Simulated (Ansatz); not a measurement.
# Calculations on BH3OClF

**1. Relaxation**

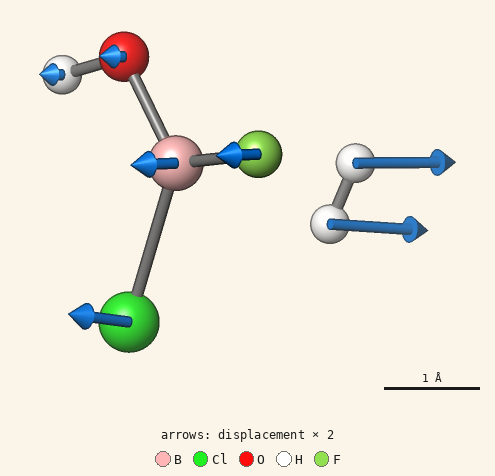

This is a relaxation of BH3OClF. The starting structure is drawn; blue arrows show the displacements, 2 times their true length. The two geometries are superimposed by the best rigid fit.

A ball-and-stick model, seen from a free direction.

The run prepares an end point of a later path (reaction) calculation, from a guessed geometry.

Theory: RKS PBE/6-31G* (Ansatz). Set-up: no spin polarisation; force threshold 0.03 eV/Å; at most 50 steps.

**Atoms of which element are displaced furthest, and by how much?**

Hydrogen: up to 0.65 Å, against 0.41 Å for chlorine.

**What happened in the run?**

The energy falls by 18.7 kJ/mol in 7 geometry steps. The largest force component goes from 1.4 to 0.025 eV/Å. The largest move after the best rigid fit is that of an H atom, 0.65 Å. Largest moves by element: H 0.65 Å, Cl 0.41 Å, B 0.29 Å, F 0.28 Å, O 0.16 Å. Among the contacts that change: B–Cl 1.834 → 1.784 Å, H–H 0.712 → 0.751 Å, B–O 1.352 → 1.356 Å.

Limits of the set-up: the start holds two separate molecules, 2.4 Å apart at their closest, whose relative position is a soft coordinate and is computed without a dispersion correction.

**2. Relaxation**

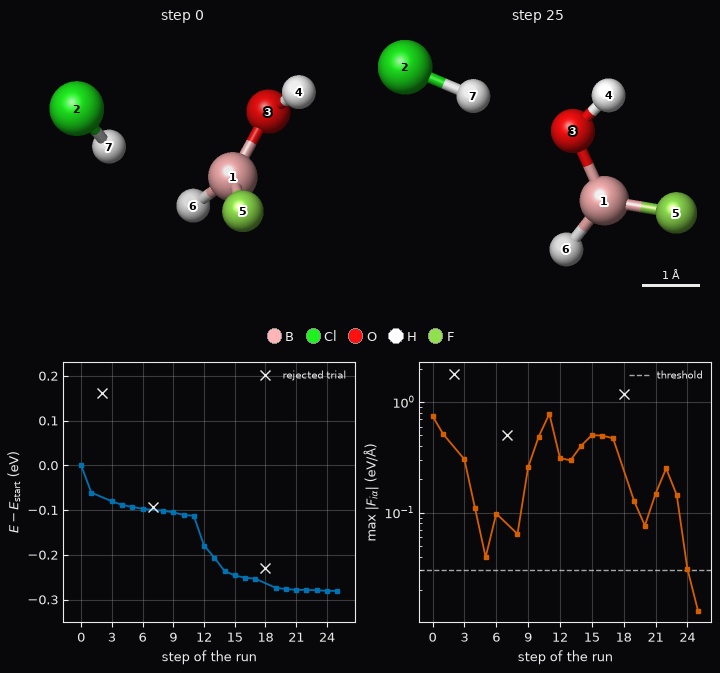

First and last geometry of a relaxation of BH3OClF, with the history of the run. A ball-and-stick model, seen face on.

The run prepares an end point of a later path (reaction) calculation, from a guessed geometry.

Level of theory: RKS PBE/6-31G* (Ansatz 0.2.0). Set-up: no spin polarisation; force threshold 0.03 eV/Å; at most 50 steps.

What do the curves and the structures tell?

It converged. The largest move after the best rigid fit is that of F5, 1.63 Å. By element the largest moves are F 1.63 Å, O 1.10 Å, Cl 1.09 Å, H 1.01 Å, B 0.51 Å. Among the contacts that change: Cl2–H7 1.339 → 1.314 Å, B1–O3 1.357 → 1.370 Å. Among the angles between lasting bonds that change: O3–B1–F5 122.6° → 119.6°. The energy falls by 0.281 eV in 22 accepted moves (25 points after the start). Largest force component: 0.75 eV/Å at the start, 0.013 eV/Å at the end. The line search rejected the trial steps at points 2, 7, 18 of the run. The run took 43 s on 1 thread of Arm Neoverse V2, with other jobs on the host, peak memory 0.15 GiB.

| step | E − E(0), eV | largest force component, eV/Å | note |
| --- | --- | --- | --- |
| 0 | 0.0000 | 0.7456 |  |
| 1 | -0.0609 | 0.5129 |  |
| 2 | 0.1610 | 1.8073 | rejected |
| 3 | -0.0803 | 0.3028 |  |
| 4 | -0.0884 | 0.1095 |  |
| 5 | -0.0930 | 0.0395 |  |
| 6 | -0.0971 | 0.0979 |  |
| 7 | -0.0940 | 0.4993 | rejected |
| 8 | -0.1012 | 0.0641 |  |
| 9 | -0.1052 | 0.2567 |  |
| 10 | -0.1106 | 0.4867 |  |
| 11 | -0.1127 | 0.7815 |  |
| 12 | -0.1793 | 0.3105 |  |
| 13 | -0.2060 | 0.2973 |  |
| 14 | -0.2362 | 0.4028 |  |
| 15 | -0.2461 | 0.5013 |  |
| 16 | -0.2511 | 0.4970 |  |
| 17 | -0.2533 | 0.4703 |  |
| 18 | -0.2301 | 1.1877 | rejected |
| 19 | -0.2738 | 0.1261 |  |
| 20 | -0.2766 | 0.0763 |  |
| 21 | -0.2782 | 0.1478 |  |
| 22 | -0.2784 | 0.2510 |  |
| 23 | -0.2792 | 0.1442 |  |
| 24 | -0.2804 | 0.0311 |  |
| 25 | -0.2805 | 0.0130 |  |

**3. Path**

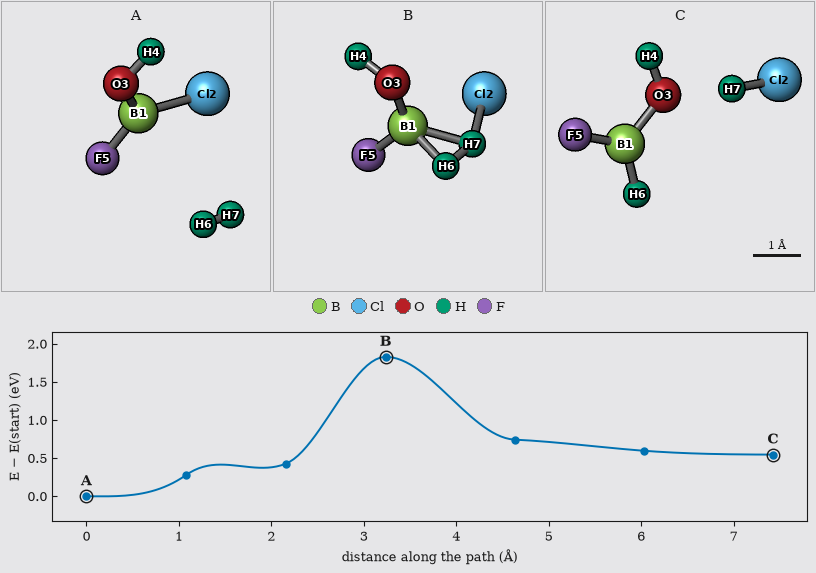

NEB run on BH$_{3}$OClF, made up at the start of BHOClF and H₂. Images are numbered from 0 (start) to 6 (end). Frames A to C are images 0, 3, 6. A ball-and-stick model, seen from a free direction.

These are results of RKS PBE/6-31G* in Ansatz, not measurements. Settings: 5 movable images; climbing image; force threshold 0.05 eV/Å; iteration limit 60; starting path through a guess of the saddle point.

What happens along the path, and what is the barrier?

Breaking: B1–Cl2 (1.78 → 2.19 at the top → 4.25 Å), H6–H7 (0.75 → 0.99 at the top → 3.22 Å). Forming: B1–H6 (3.34 → 1.34 at the top → 1.20 Å), Cl2–H7 (3.53 → 1.65 at the top → 1.31 Å). Forward barrier 1.83 eV, backward barrier 1.28 eV, with image 3 at the top; the reaction energy is +0.55 eV. The band is converged. At the top, the vibrational analysis gives one imaginary mode (825i cm⁻¹), as a transition state must have.

Limits of the set-up: the start holds two separate molecules, 3.3 Å apart at their closest, whose relative position is a soft coordinate and is computed without a dispersion correction.

Cost: 2.8 min on 1 thread of Arm Neoverse V2 (shared host), peak memory 0.12 GiB.
